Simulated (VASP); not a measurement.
Energy against volume of InP (zinc blende). All values below come from TPSS meta-GGA, VASP's PBE PAW potentials (set 64) (plane waves; VASP).

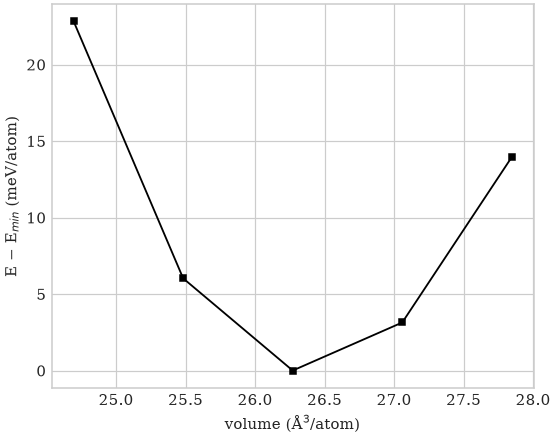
Energy against volume

Estimate the equilibrium volume and the bulk modulus.

The minimum lies near 26.4 Å³/atom, and the curvature gives B0 of about 61 GPa.

Measured: bulk modulus 72.0 GPa at 0 K (computed value off by -15.9 %), as given by Daniel Mejia-Rodriguez et al., Physical Review B (2018), arXiv:1807.09216 [0 K value with the zero-point phonon effect removed]; a 5.858 Å at 0 K (computed value off by +1.6 %), as given by Daniel Mejia-Rodriguez et al., Physical Review B (2018), arXiv:1807.09216 [static lattice: zero-point anharmonic expansion removed].

The compound is InP in the zinc blende structure. It was relaxed first.
